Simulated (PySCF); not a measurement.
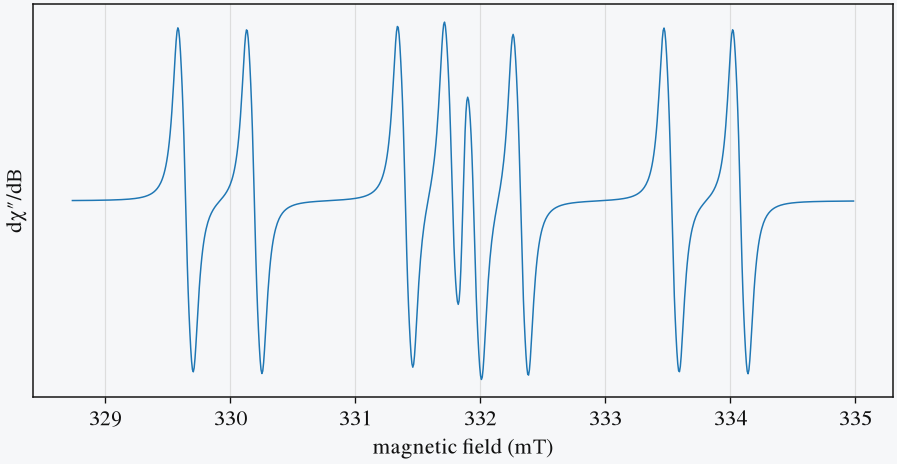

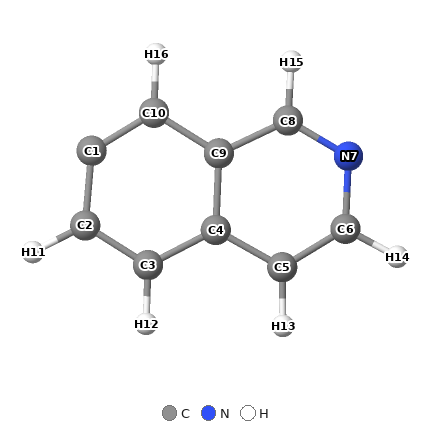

First-order isotropic EPR spectrum (fast tumbling, first derivative) of C₉H₆N, SMILES [c]1ccc2ccncc2c1, doublet at 9.30 GHz, Lorentzian lines of 0.11 mT full width at half height, from computed g and hyperfine couplings (B3LYP/pcH-1 (IGLO-III on C and IGLO-III on N) with PySCF 2.14.0, at a PBE0-D3(BJ)/def2-SVP geometry (no frequency check), gas phase); values of one conformer, averaged over methyl-type rotors alone; no vibrational averaging; dilute isotopes left out. The SMILES is one Lewis form and needn't show where the spin sits.

> Which couplings does the calculation give? The spectrum shows the sizes of those above the line width, not their signs.

| nuclei | isotope | a (mT) | a (MHz) |
| --- | --- | --- | --- |
| H16 | ¹H | 2.13 | 59.7 |
| H11 | ¹H | 1.76 | 49.2 |
| H12 | ¹H | 0.55 | 15.4 |
| H14 | ¹H | 0.06 | 1.6 |
| H13 | ¹H | −0.03 | −0.9 |

> What is the g value, and how wide is the spectrum?

g_iso = 2.0022, which centres the spectrum at 331.9 mT; it spans 4.5 mT.
